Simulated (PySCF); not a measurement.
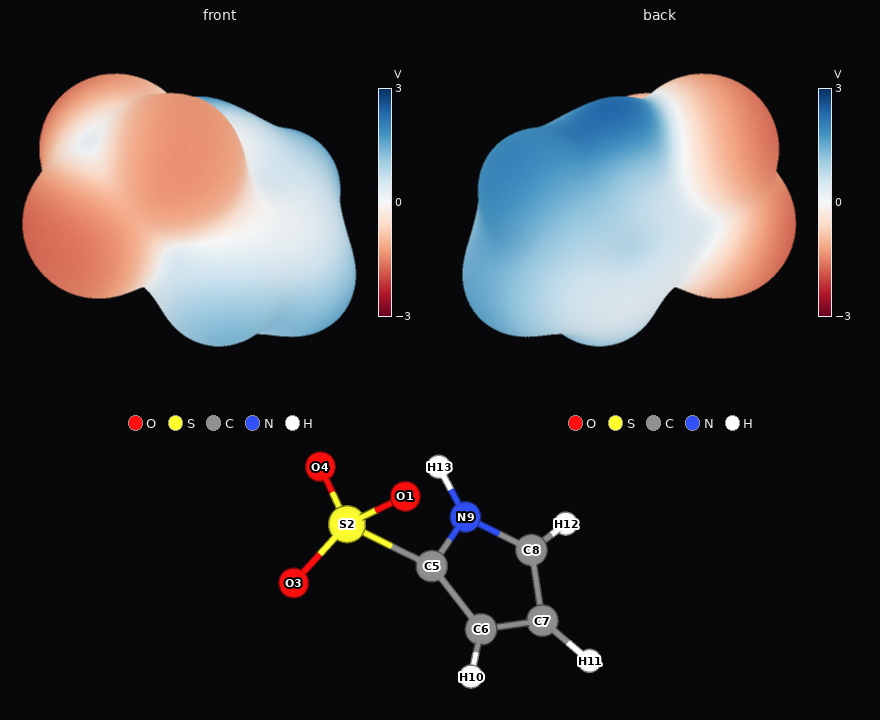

C4H4NO3S (SMILES [O]S(=O)(=O)c1ccc[nH]1) (doublet). The molecular electrostatic potential painted on the density surface at 0.001 e/bohr³, seen from the front and from behind; the colour scale runs from red (negative) to blue (positive). The bare structure is drawn below in the same view.

Geometry: GFN2-xTB.

All numbers below come from PySCF 2.14.0, density-fitted response routines, UKS B3LYP, pcH-1 on C H N O S, non-relativistic, mean-field spin-orbit, GIAO.

```xyz
13

O     1.9499   -0.2067    1.3567
S     2.1432   -0.0341   -0.0977
O     2.8229    1.1425   -0.5298
O     2.3237   -1.2493   -0.8431
C     0.3495    0.1941   -0.0924
C    -0.5405    1.1932    0.2772
C    -1.8104    0.6216    0.1980
C    -1.6472   -0.7234   -0.1198
N    -0.3264   -0.9662   -0.2460
H    -0.2890    2.2079    0.5056
H    -2.7441    1.1233    0.3566
H    -2.3877   -1.4826   -0.2807
H     0.1515   -1.8197   -0.5022
```

Describe the electrostatic potential map.

Answer. The most negative region (about −1.7 V) lies over O3, the most positive (about +2.3 V) over H13. O3 is the likeliest acceptor of a hydrogen bond.
